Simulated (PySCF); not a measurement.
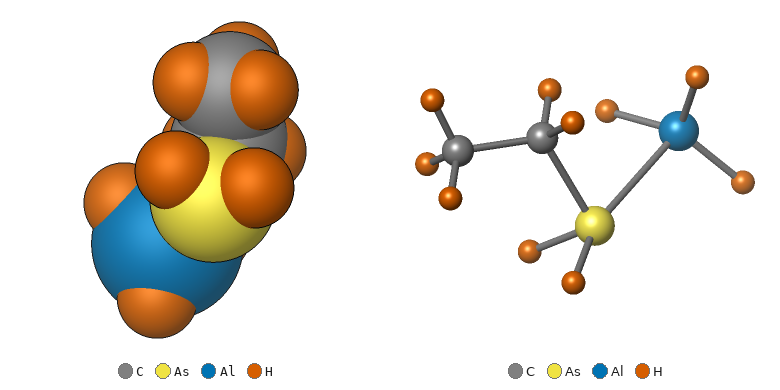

Two views of one molecule.

The geometry was computed by an optimisation with GFN2-xTB. No frequency run is at hand to confirm it as a minimum.

Identify the structure.

Formula C2H10AlAs. Its SMILES string is `CC[AsH2+][AlH3-]`. The point group is C1. Coordination, clear cases only: 2 C tetrahedral.

More results for the same structure follow; atom numbers are the same in all pictures, views and colours differ.

### Core levels

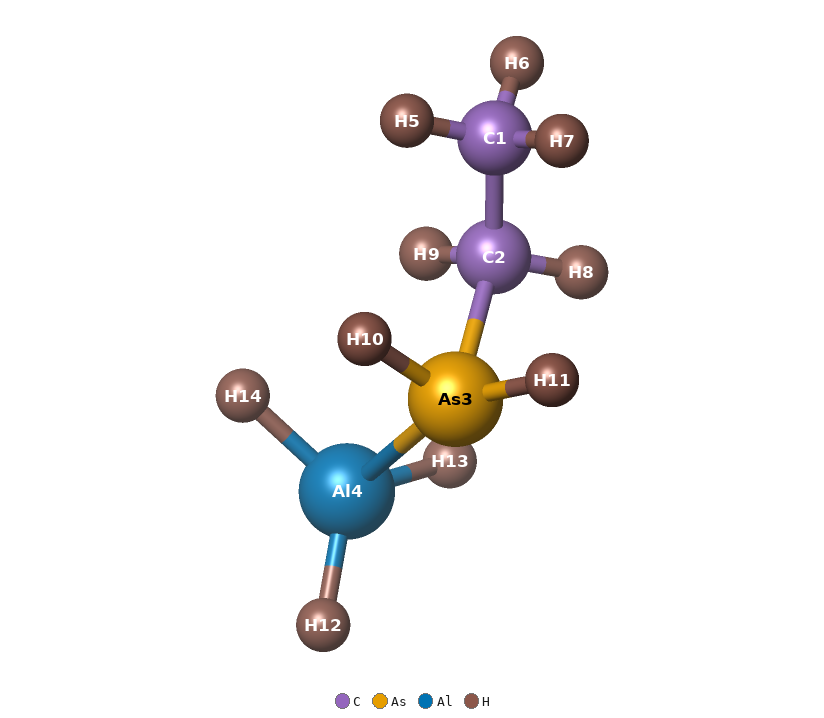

No frequency run is at hand to confirm it as a minimum. Properties computed with delta-SCF UKS SCAN, pcX-2 on the ionised atom, pcseg-1 elsewhere, spin-free X2C (PySCF 2.14.0).

Give the core-electron binding energies (to vacuum; p and d levels without spin–orbit splitting) of C1 1s, C2 1s, Al4 1s, Al4 2p.

```
atom  level  binding energy (eV)
  C1     1s                291.0
  C2     1s                290.9
 Al4     1s               1565.6
 Al4     2p                 79.3
```

### Polarisability

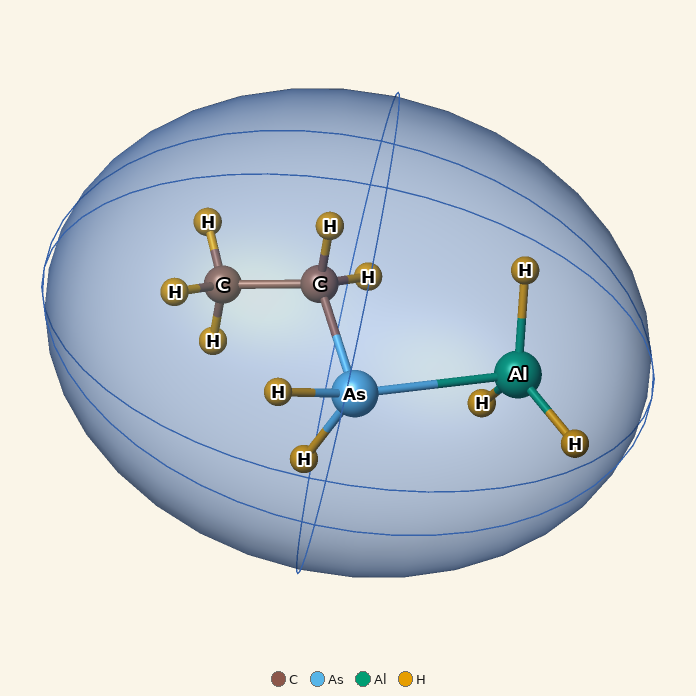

The ellipsoid shows the static dipole polarisability: its half-axes are proportional to the principal values. No frequency run is at hand to confirm it as a minimum. Computed with B3LYP/def2-SVPD (PySCF 2.14.0).

> Give the principal values, the mean and the anisotropy.

Principal values 78.3, 89.6, 107.4 bohr³; mean 91.8 bohr³ (13.60 Å³); anisotropy 25.4 bohr³, so the longest axis is 1.37 times the shortest.

### Excitation

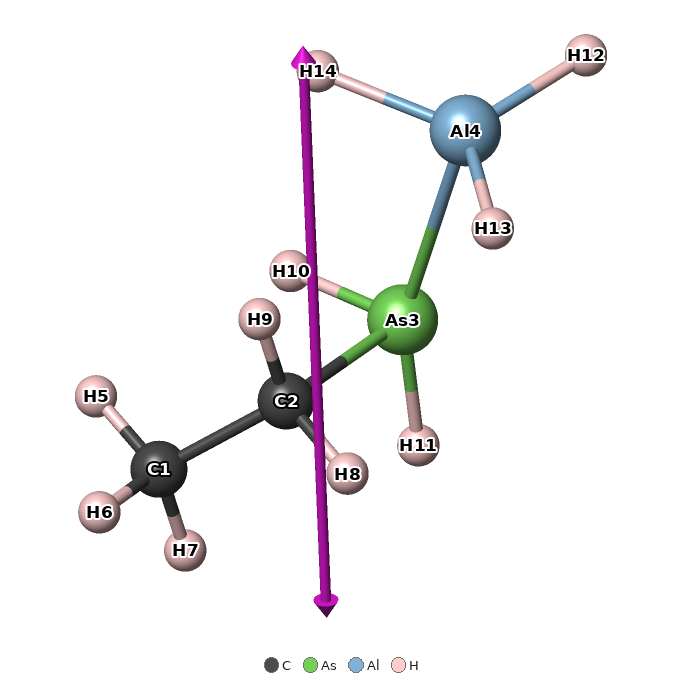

The double arrow shows the direction of the transition dipole to excited singlet state 6 (its length means nothing). No frequency run is at hand to confirm it as a minimum. Properties computed with TDDFT B3LYP/def2-SVPD, vertical, gas phase, core orbitals frozen in the response (PySCF 2.14.0).

> Where does the transition lie, and how strong is it?

6.81 eV (182 nm), oscillator strength 0.026, mainly HOMO → LUMO+2 (weight 0.83); transition dipole 1.00 D.

The geometry is semi-empirical. Around Al, As such bond lengths and angles can be off by a tenth of an ångström or more and by several degrees, and values that hang on the shape move with them.
